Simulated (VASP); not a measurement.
Band structure of PbO2 (rutile). Method: optB88-vdW, VASP's PBE PAW potentials (set 64) (plane waves; VASP 6.6.1).

Unless said otherwise, spin-orbit coupling is left out, though it shifts the bands of the heavy elements here.

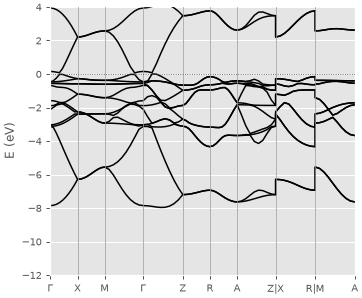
*Bands along high-symmetry lines, zero at the valence-band maximum or, without a gap, the Fermi level*

### Question
Read the plot: is there a gap, and where are the band edges?

### Answer
The gap is indirect, 0.07 eV, from the valence maximum at Γ-Z at 0.22 to the conduction minimum at M-Γ at 0.78. (Edges off the drawn lines would not show.)

The compound is PbO2 in the rutile structure. It was relaxed first, which changed the volume by +5 %.
